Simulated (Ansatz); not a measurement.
```yaml
atoms:
  - { symbol: C, position_ang: [1.4099, -1.5513, -0.6248] }
  - { symbol: N, position_ang: [0.7258, -0.6410, -0.0218] }
  - { symbol: C, position_ang: [-0.0763, -0.9637, 1.1737] }
  - { symbol: N, position_ang: [-1.3172, -0.1710, 1.2677] }
  - { symbol: C, position_ang: [-1.4825, 0.8676, 0.5047] }
  - { symbol: Si, position_ang: [-0.2955, 1.6717, -0.8194] }
  - { symbol: H, position_ang: [1.9712, -1.2818, -1.5274] }
  - { symbol: H, position_ang: [1.4637, -2.6055, -0.2916] }
  - { symbol: H, position_ang: [-0.3528, -2.0354, 1.2263] }
  - { symbol: H, position_ang: [0.5266, -0.7280, 2.0714] }
  - { symbol: H, position_ang: [-2.4333, 1.4032, 0.6572] }
  - { symbol: H, position_ang: [-0.1256, 0.9123, -2.1182] }
  - { symbol: H, position_ang: [-1.0571, 2.9468, -1.2025] }
  - { symbol: H, position_ang: [1.0302, 2.1466, -0.2666] }
```

Theory: RKS revPBE-D4/6-31G in Ansatz 0.2.0.

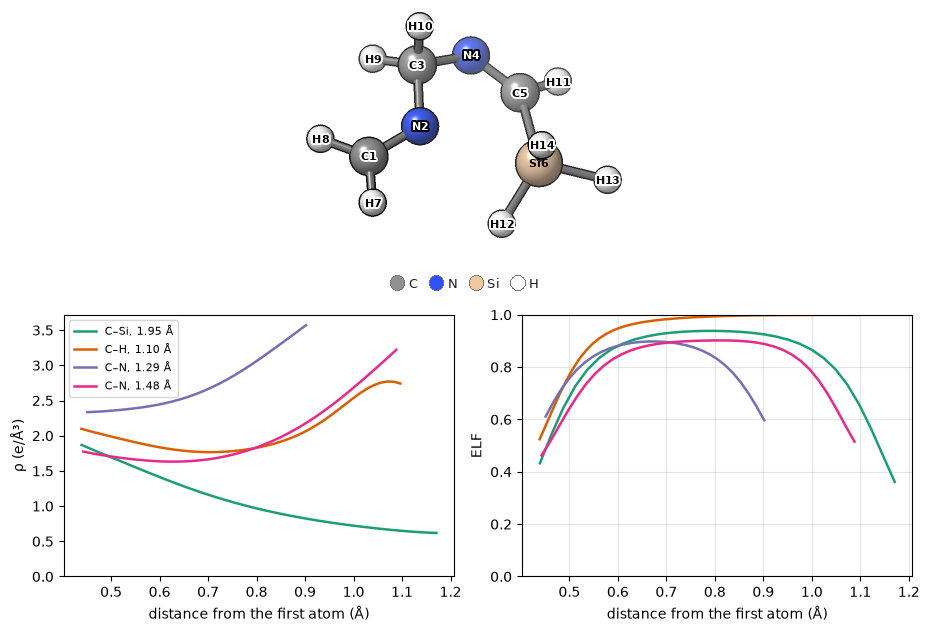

C3H8N2Si. Total electron density and ELF along straight lines between neighbouring atoms. The curves leave out the atomic cores. The structure is drawn too.

What kind of bonding do the profiles show?

C–Si (1.95 Å): the density is about 0.74 e/Å³ at the midpoint; the ELF peaks at about 0.95 between the atoms; a covalent bond.
C–H (1.10 Å): the density is about 1.9 e/Å³ at the midpoint; the ELF climbs to about 1 towards the hydrogen, as it does in any bond to H; a covalent bond by its length.
C–N (1.29 Å): the density is about 2.5 e/Å³ at the midpoint; the ELF peaks at about 0.90 between the atoms: localised, covalent bonding.
C–N (1.48 Å): ρ is about 1.7 e/Å³ halfway; the ELF peaks at about 0.90 between the atoms; a shared electron pair.
